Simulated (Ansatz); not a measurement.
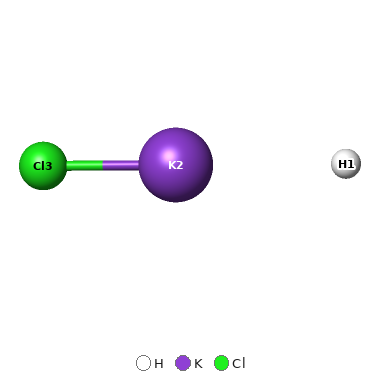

The system is H + KCl, spin multiplicity 2; the picture shows the reference structure. 
- Coordinates scanned: (1) distance H1–K2; (2) distance K2–Cl3.
- Nothing is relaxed (the angle H1–K2–Cl3 is fixed at 180 degrees).
- Grid: 12 × 12 points.
- Points are written as (first, second).
- All energies are given in kcal/mol relative to H far from the relaxed KCl (each part in its own basis).
- These are results of UKS PBE0-D4/def2-SVPD (Ansatz 0.2.0), not measurements.

Its coordinates:

```yaml
atoms:
  - { symbol: H, position_ang: [-3.4130, 0.0000, 0.0000] }
  - { symbol: K, position_ang: [0.0000, 0.0000, 0.0000] }
  - { symbol: Cl, position_ang: [2.6580, 0.0000, 0.0000] }
```

Range: distance H1–K2 from 1.872 to 3.872 Å; distance K2–Cl3 from 2.440 to 4.440 Å.

### What landscape does the calculation give?

The lowest grid point is at (3.413 Å, 2.658 Å), −0.7 kcal/mol from H far from the relaxed KCl (each part in its own basis). It is the only kind of minimum in the scanned range. The highest grid point, (1.872 Å, 4.440 Å), lies 46.0 kcal/mol above the lowest.

```
distance K2–Cl3 ↓, distance H1–K2 →  1.872  1.961  2.090  2.241  2.409  2.590  2.782  2.983  3.194  3.413  3.639  3.872
                              4.440   45.3   40.8   36.4   33.6   32.5   32.4   32.3   32.7   33.7   34.7   35.0   35.3
                              4.207   42.5   38.0   33.7   30.9   29.6   29.4   29.1   29.1   29.9   30.1   30.3   30.6
                              3.981   39.3   34.9   30.5   27.7   26.3   25.9   25.8   25.2   25.1   25.2   25.4   25.6
                              3.762   35.6   31.2   26.9   24.0   22.5   22.0   21.8   20.9   20.2   20.2   20.4   20.6
                              3.551   31.5   27.1   22.8   19.9   18.2   17.5   17.0   16.4   15.8   15.6   15.7   15.9
                              3.350   27.1   22.8   18.5   15.5   13.7   12.7   11.9   11.4   11.1   11.0   11.0   11.2
                              3.158   22.6   18.4   14.1   11.1    9.1    7.8    7.0    6.6    6.3    6.3    6.3    6.4
                              2.977   18.7   14.5   10.3    7.2    5.1    3.8    3.0    2.5    2.3    2.2    2.3    2.4
                              2.809   16.1   11.9    7.7    4.6    2.5    1.2    0.4    0.0   −0.3   −0.3   −0.3   −0.2
                              2.658   15.5   11.4    7.3    4.2    2.1    0.9    0.1   −0.4   −0.6   −0.7   −0.6   −0.5
                              2.529   17.4   13.4    9.3    6.3    4.3    3.1    2.3    1.9    1.7    1.6    1.7    1.8
                              2.440   20.7   16.8   12.8    9.9    7.9    6.8    6.0    5.6    5.4    5.3    5.4    5.5
```

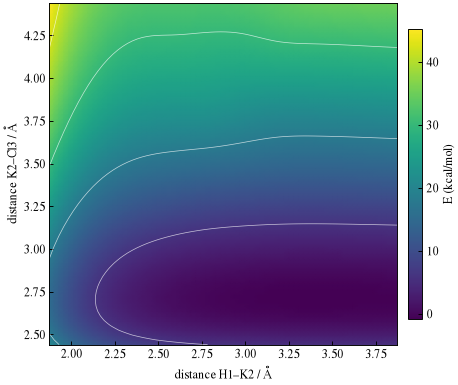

Drawn: a smooth colour map with a few white contour lines. Between grid points the surface is interpolated.

Time for the 144 points that were run: 26 min on 1 thread of Arm Neoverse V1 (shared host).
